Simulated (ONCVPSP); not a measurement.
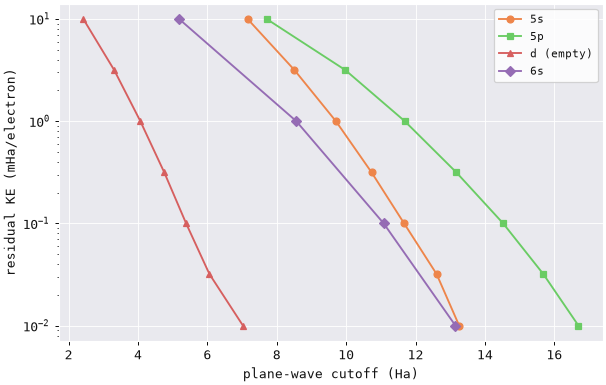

Fig. 1: Residual kinetic energy of the pseudo-waves (the first of each channel, and further valence shells) beyond the plane-wave cutoff, as the generator prints it.

- Cutoffs for 1 mHa per electron: 5p: 12 Ha; 5s: 9.7 Ha; 6s: 8.6 Ha; d (empty): 4.1 Ha.
- Hardest wave at 1 mHa per electron: 5p, with rc = 2.35 bohr and qcut = 6.5 1/bohr. The optimisation minimises, but can't always remove, the kinetic energy above qcut²/2 = 21.1 Ha, and a larger rc would as a rule soften the wave at some cost in transferability.
- Cutoffs for the occupied states: 12 Ha for 1 mHa and 15 Ha for 0.1 mHa per electron. The first is set by 5p.

Ba: pseudopotential generation

- system: barium (Ba, Z = 56), core [Kr] 4d10, reference valence 5s2 5p6 6s2, valence charge 10.
- method: ONCV potential, LDA (Perdew-Wang 92), scalar-relativistic, made with ONCVPSP 4.0.1

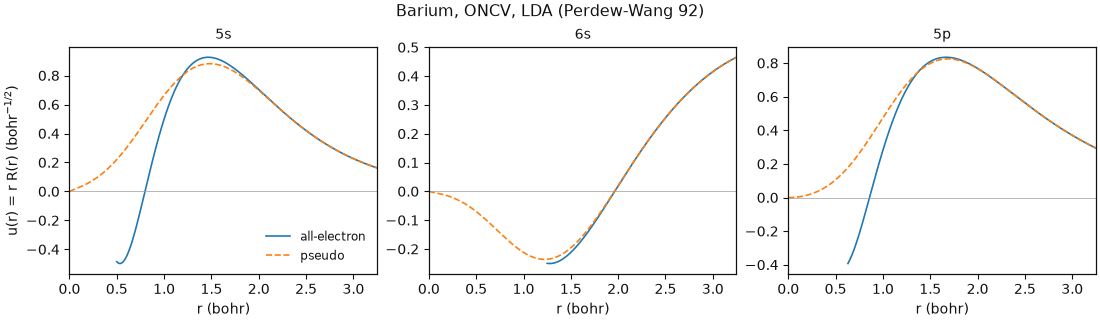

Fig. 2: Partial waves u(r) = r R(r), all-electron (solid) and pseudo (dashed). The innermost oscillations of some all-electron curves aren't drawn. Reference configuration 5s2 5p6 6s2.

- Matching radii: 5s at 2.50 bohr; 6s at 2.50 bohr; 5p at 2.35 bohr. The curves merge smoothly, so the plot gives these only roughly.
- Nodes of the pseudo-waves: 5s has no node; 6s has a node at about 2.0 bohr; 5p has no node. A node in 6s is expected, since a lower shell of the same l is also in the valence and the two must stay orthogonal.
- Cutoffs needed: 12 Ha (loose) and 15 Ha (tight), as the cutoffs at which the residual kinetic energy of the hardest occupied pseudo-wave falls to 1 and 0.1 mHa per electron.

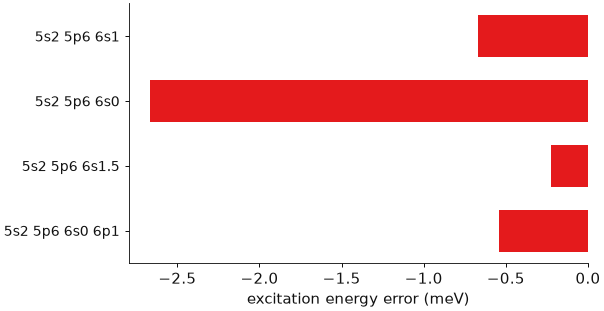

Fig. 3: Errors, all-electron minus pseudo, of the energies of valence configurations relative to the unpolarised reference 5s2 5p6 6s2.

- Worst configuration: 5s2 5p6 6s0 (charge +2): the error is -2.7 meV on an all-electron energy of +15.71 eV relative to the reference, or 0.017 %.
- Errors in meV: 5s2 5p6 6s1: -0.7; 5s2 5p6 6s0: -2.7; 5s2 5p6 6s1.5: -0.2; 5s2 5p6 6s0 6p1: -0.5.

These pictures come from the run below.

### Input file
```
# ATOM AND REFERENCE CONFIGURATION
# atsym  z   nc   nv     iexc    psfile
  Ba 56.00    9    3  -001012      upf
#
#   n    l    f
    1    0    2.00
    2    0    2.00
    2    1    6.00
    3    0    2.00
    3    1    6.00
    3    2   10.00
    4    0    2.00
    4    1    6.00
    4    2   10.00
    5    0    2.00
    5    1    6.00
    6    0    2.00
#
# PSEUDOPOTENTIAL AND OPTIMIZATION
# lmax
    2
#
#   l,   rc,      ep,       ncon, nbas, qcut
    0    2.50    0.00    3    6    6.00
    1    2.35    0.00    4    7    6.50
    2    2.30    0.11    5    9    3.80
#
# LOCAL POTENTIAL
# lloc, lpopt,  rc(5),   dvloc0
    2    5    2.30    0.00
#
# VANDERBILT-KLEINMAN-BYLANDER PROJECTORs
# l, nproj, debl
    0    2    1.10
    1    2    3.00
    2    0    0.90
#
# MODEL CORE CHARGE
# icmod, fcfact, rcfact
    1    0.40    0.00
#
# LOG DERIVATIVE ANALYSIS
# epsh1, epsh2, depsh
   -3.00    5.00    0.02
#
# OUTPUT GRID
# rlmax, drl
    6.00    0.01
#
# TEST CONFIGURATIONS
# ncnf
    4
# nvcnf
#   n    l    f
    3
    5    0    2.00
    5    1    6.00
    6    0    1.00
#
    3
    5    0    2.00
    5    1    6.00
    6    0    0.00
#
    3
    5    0    2.00
    5    1    6.00
    6    0    1.50
#
    4
    5    0    2.00
    5    1    6.00
    6    0    0.00
    6    1    1.00
#
```

Launched with:
```bash
oncvpsp.x < Ba.dat > Ba.out
```

### The program's output (extracts)
```
ONCVPSP  (Optimized Norm-Conservinng Vanderbilt PSeudopotential)
scalar-relativistic version 4.0.1

#   n    l    f        energy (Ha)
    1    0    2.00    -1.3678413E+03
    2    0    2.00    -2.1623962E+02
    2    1    6.00    -1.9400545E+02
    3    0    2.00    -4.5627191E+01
    3    1    6.00    -3.8498500E+01
    3    2   10.00    -2.8116590E+01
    4    0    2.00    -8.9395256E+00
    4    1    6.00    -6.6375995E+00
    4    2   10.00    -3.2947127E+00
    5    0    2.00    -1.2423078E+00
    5    1    6.00    -6.9107538E-01
    6    0    2.00    -1.2301804E-01

Reference configufation results
  iterations    25
  all-electron total energy (Ha)   -8.12931106D+03

Begin loop to  construct optimized pseudo wave functions
and semi-local pseudopoentials for all angular momenta

Calculating optimized projector #   1

 for l=   0

    Fraction of norm inside rc  0.930591
    Optimizing pswf for qcut=   6.00 a_B^-1,  ecut=  18.02 Ha
    Residual kinetic energy error=  9.41D-08 Ha

    Energy error per electron        Cutoff
         Ha          eV             Ha
         0.01000     0.27211        7.16
         0.00100     0.02721        9.70
         0.00010     0.00272       11.67
         0.00001     0.00027       13.26

Calculating optimized projector #   2

 for l=   0

    Fraction of norm inside rc  0.056532
    Optimizing pswf for qcut=   6.00 a_B^-1,  ecut=  18.02 Ha
    Residual kinetic energy error=  7.38D-09 Ha

    Energy error per electron        Cutoff
         Ha          eV             Ha
         0.01000     0.27211        5.18
         0.00100     0.02721        8.56
         0.00010     0.00272       11.08
         0.00001     0.00027       13.15

   Wellstate for l =  1  n =  8
     eigenvalue =   2.3089
     asymptotic potential =   2.8089
     half-point radius =  4.8799

Calculating optimized projector #   1

 for l=   1

    Fraction of norm inside rc  0.770605
    Optimizing pswf for qcut=   6.50 a_B^-1,  ecut=  21.11 Ha
    Residual kinetic energy error=  6.55D-08 Ha

    Energy error per electron        Cutoff
         Ha          eV             Ha
         0.01000     0.27211        7.70
         0.00100     0.02721       11.69
         0.00010     0.00272       14.52
         0.00001     0.00027       16.70

Calculating optimized projector #   2

 for l=   1

    Fraction of norm inside rc  0.121502
    Optimizing pswf for qcut=   6.50 a_B^-1,  ecut=  21.11 Ha
    Residual kinetic energy error=  1.14D-06 Ha

    Energy error per electron        Cutoff
         Ha          eV             Ha
         0.01000     0.27211        9.99
         0.00100     0.02721       14.06
         0.00010     0.00272       16.90
         0.00001     0.00027       19.16

WARNING wellstate: moderately localized bound state found for n= 5 l=  2
WARNING scattering state with energy  0.05000000
WARNING will be used for the first projector

   Wellstate for l =  2  n =  6
     eigenvalue =   0.0500
     asymptotic potential =   0.5500
     half-point radius = 23.4588

Calculating optimized projector #   1

 for l=   2

    Fraction of norm inside rc  0.053754
    Optimizing pswf for qcut=   3.80 a_B^-1,  ecut=   7.22 Ha
    Residual kinetic energy error=  4.17D-06 Ha

    Energy error per electron        Cutoff
         Ha          eV             Ha
         0.01000     0.27211        2.42
         0.00100     0.02721        4.07
         0.00010     0.00272        5.39
         0.00001     0.00027        7.03

Construct Vanderbilt / Kleinmman-Bylander projectors

B matrix Hermiticity error, ll=   0
   1   2    6.5697E-05

  Orthonormal projector coefficients  4.9634E+00 -2.6797E-01

B matrix Hermiticity error, ll=   1
   1   2    2.0720E-04

  Orthonormal projector coefficients  3.4275E+00 -2.2814E-01

Model core correction analysis
  based on d2Exc/dn_idn_j

d2excae - all-electron derivatives

   -2.262235D-02   -1.945990D-02   -1.169261D-03
   -1.945994D-02   -1.840352D-02   -9.430981D-04
   -1.169306D-03   -9.431354D-04   -9.969168D-05

d2excps - pseudofunction derivatives with no core correction

   -3.274816D-02   -2.545691D-02   -2.110241D-03
   -2.545776D-02   -2.249852D-02   -1.449418D-03
   -2.110517D-03   -1.449495D-03   -1.907481D-04

rms 2nd derivative error    4.637186E-03

Polynomial model core charge

d2excps - pseudofunction derivatives with core correction

   -2.181615D-02   -1.935374D-02   -1.137456D-03
   -1.935371D-02   -1.874033D-02   -9.442374D-04
   -1.137491D-03   -9.442735D-04   -9.865599D-05

rms 2nd derivative error    2.958964E-04

Pseudoatom total energy  -25.858443

Diagnostic tests using Vanderbilt-Kleinman-Bylander pseudopotentials
  1 or more projectors used as specified by nproj input data

   l    rcore       rmatch      e in        delta e   norm test  slope test

   0   2.5046529   2.5806996  -1.2423078  -0.0000004   1.0000992   1.0000963
   0   2.5046529   2.5806996  -0.1230180   0.0000011   1.0000221   1.0000161

   1   2.3592162   2.4308471  -0.6910754  -0.0000019   1.0000601   1.0000674
   1   2.3592162   2.4308471   2.3089246   0.0000402   1.0001370   1.0001370

   2   2.3034342   2.3733715   0.0500000   0.0000011   1.0000007   1.0000007

 Testing for bound ghosts
   n   l    E NL Schr. Eq   E Basis Diag.   E Cutoff

   1   0       -1.242308       -1.242283     20.48
   2   0       -0.123017       -0.098353     20.48

   2   1       -0.691077       -0.691046     40.04

 Testing for highly-localized positive-energy ghosts
       l    <radius>/rc     E Basis Diag.   E Cutoff

Test configuration 0

   n   l     f        eae           eps        diff
   1   0  2.0000-1367.84131055
   2   0  2.0000 -216.23961750
   2   1  6.0000 -194.00544878
   3   0  2.0000  -45.62719053
   3   1  6.0000  -38.49850019
   3   2 10.0000  -28.11659038
   4   0  2.0000   -8.93952558
   4   1  6.0000   -6.63759955
   4   2 10.0000   -3.29471275
   5   0  2.0000   -1.24230778   -1.24230822   -4.46D-07
   5   1  6.0000   -0.69107538   -0.69107723   -1.85D-06
   6   0  2.0000   -0.12301804   -0.12301693    1.11D-06

    Total energies and differences
      AE_ref= -8.12931106D+03  AE_tst= -8.12931106D+03  dif=  0.00D+00
      PS_ref= -2.58584434D+01  PS_tst= -2.58584434D+01  dif=  2.49D-14
      PSP excitation error= -2.49D-14

Test configuration 1

   n   l     f        eae           eps        diff
   1   0  2.0000-1368.05549131
   2   0  2.0000 -216.45359895
   2   1  6.0000 -194.21942472
   3   0  2.0000  -45.84105306
   3   1  6.0000  -38.71235993
   3   2 10.0000  -28.33046513
   4   0  2.0000   -9.15291753
   4   1  6.0000   -6.85091930
   4   2 10.0000   -3.50786454
   5   0  2.0000   -1.45324126   -1.45342341   -1.82D-04
   5   1  6.0000   -0.90012855   -0.90015653   -2.80D-05
   6   0  1.0000   -0.28740565   -0.28741858   -1.29D-05

    Total energies and differences
      AE_ref= -8.12931106D+03  AE_tst= -8.12910752D+03  dif=  2.04D-01
      PS_ref= -2.58584434D+01  PS_tst= -2.56548796D+01  dif=  2.04D-01
      PSP excitation error= -2.46D-05

Test configuration 2

   n   l     f        eae           eps        diff
   1   0  2.0000-1368.30718126
   2   0  2.0000 -216.70490986
   2   1  6.0000 -194.47072442
   3   0  2.0000  -46.09213091
   3   1  6.0000  -38.96343239
   3   2 10.0000  -28.58156747
   4   0  2.0000   -9.40308896
   4   1  6.0000   -7.10095369
   4   2 10.0000   -3.75758517
   5   0  2.0000   -1.69874207   -1.69929450   -5.52D-04
   5   1  6.0000   -1.14191239   -1.14201827   -1.06D-04

    Total energies and differences
      AE_ref= -8.12931106D+03  AE_tst= -8.12873390D+03  dif=  5.77D-01
      PS_ref= -2.58584434D+01  PS_tst= -2.52811933D+01  dif=  5.77D-01
      PSP excitation error= -9.79D-05

Test configuration 3

   n   l     f        eae           eps        diff
   1   0  2.0000-1367.94308186
   2   0  2.0000 -216.34131306
   2   1  6.0000 -194.10714172
   3   0  2.0000  -45.72884160
   3   1  6.0000  -38.60015010
   3   2 10.0000  -28.21824605
   4   0  2.0000   -9.04099495
   4   1  6.0000   -6.73904080
   4   2 10.0000   -3.39608840
   5   0  2.0000   -1.34281899   -1.34288947   -7.05D-05
   5   1  6.0000   -0.79083735   -0.79084771   -1.04D-05
   6   0  1.5000   -0.20273179   -0.20273442   -2.63D-06

    Total energies and differences
      AE_ref= -8.12931106D+03  AE_tst= -8.12922988D+03  dif=  8.12D-02
      PS_ref= -2.58584434D+01  PS_tst= -2.57772549D+01  dif=  8.12D-02
      PSP excitation error= -8.36D-06

Test configuration 4

   n   l     f        eae           eps        diff
   1   0  2.0000-1368.09634375
   2   0  2.0000 -216.49458012
   2   1  6.0000 -194.26033148
   3   0  2.0000  -45.88216814
   3   1  6.0000  -38.75346244
   3   2 10.0000  -28.37157412
   4   0  2.0000   -9.19385961
   4   1  6.0000   -6.89181579
   4   2 10.0000   -3.54866549
   5   0  2.0000   -1.49284650   -1.49324669   -4.00D-04
   5   1  6.0000   -0.93825208   -0.93830955   -5.75D-05
   6   1  1.0000   -0.20823131   -0.20825244   -2.11D-05

    Total energies and differences
      AE_ref= -8.12931106D+03  AE_tst= -8.12900810D+03  dif=  3.03D-01
      PS_ref= -2.58584434D+01  PS_tst= -2.55554684D+01  dif=  3.03D-01
      PSP excitation error= -2.00D-05
```

### Results in brief

- outcome: generated
- cutoffs needed: 12 Ha and 15 Ha (the cutoffs at which the residual kinetic energy of the hardest occupied pseudo-wave falls to 1 and 0.1 mHa per electron)
- ghost test: no bound ghost flagged; no localised positive-energy state flagged
- largest excitation error: -2.7 meV (all-electron minus pseudo) for 5s2 5p6 6s0, out of 4 test configurations
- rms error of d²Exc/dni dnj: 4.64 mHa without and 0.30 mHa with the model core
- range over which the phases arctan(r R′/R) at the test radius agree within 0.05 rad (a looser test near the poles than one of phase shifts): s: up to about 4.7 Ha; p: over the whole range computed; d: up to about 2.2 Ha; f: not judged, local potential alone
- hardware: 1 CPU thread, shared host
- wall time: 4.3 s

### Remarks

Warnings of the program, in the generation or the tests: wellstate: moderately localized bound state found for n= 5 l= 2.
